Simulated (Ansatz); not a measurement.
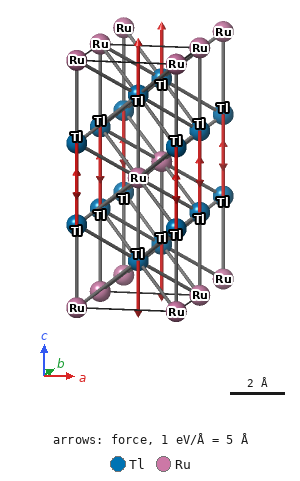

Starting geometry of solid Tl2Ru (built on the MoSi2 (C11b)_139 type) (coarse preliminary run) with the computed forces as red arrows. The picture is a ball-and-stick view of the conventional cell (2 times the calculation's cell), repeated 1 × 2 × 1 with one cell outlined, seen slightly off an axis. Lengths and directions refer to the drawn axes.

Case: MoSi2 (C11b) type (I4/mmm, No. 139).

The calculation used DFT PBE, scalar-relativistic, plane waves, PAW (Ansatz).

Input
```yaml
crystal:
  lattice:
    - [-1.9123249542, 1.9123249542, 4.6911721532]
    - [1.9123249542, -1.9123249542, 4.6911721532]
    - [1.9123249542, 1.9123249542, -4.6911721532]
  atoms:
    - { symbol: Tl, position: [0.665, 0.665, 0.0] }
    - { symbol: Tl, position: [0.335, 0.335, 0.0] }
    - { symbol: Ru, position: [0.0, 0.0, 0.0] }
basis:
  ecutwfc: 420
kpoints:
  mp_grid: { grid: [6, 6, 6] }
hamiltonian:
  xc: pbe
scf:
  occupations: { method: gaussian, width: 0.1 }
  lower_state_search: "off"
output:
  forces: true
  stress: true
  eigenvalues: true
relax:
  adjacent_minimum: "off"
  f_tol: 0.04
  max_steps: 70
  cell: { stress_tol: 0.4 }
```

Command:
```bash
ansatz run input.yaml --threads 1 --pin off --max-ram 2560MiB --backend cpu --events-out ev --progress --plain --runs-dir out
```

What follows when this structure is relaxed?

It isn't relaxed: the largest force vector, on Tl atoms, is 0.43 eV/Å. The atoms end up moving mostly along the starting forces (cosine between the two patterns 1.00). After 8 accepted moves (10 points after the start) the energy has fallen by 143 meV per atom. Largest force component: 0.43 eV/Å at the start, 0.0046 eV/Å at the end. Pressure: −6.07 GPa at the start and 0.08 GPa at the end. At 2 points the geometry stayed and the basis and grid were re-selected for the new cell (energy shift of 4.9 meV per atom at most each time). The largest moves relative to the cell, 0.29 Å, are those of Tl1 and Tl2. Tl1 goes along −c. Ru stays in place. The drawn cell changes as follows: a = b 3.825 → 3.393 Å (−11.3 %), c 9.382 → 11.501 Å (+22.6 %); the volume changes by −3.5 %. Some distances before and after: Tl1–Ru3 3.143 → 4.143 Å, Tl1–Tl2 3.140 → 3.491 Å, Tl1–Ru3 (another image) 3.116 → 2.888 Å, Tl1–Tl2 (another image) 3.096 → 3.215 Å. The space group stays I4/mmm (No. 139).
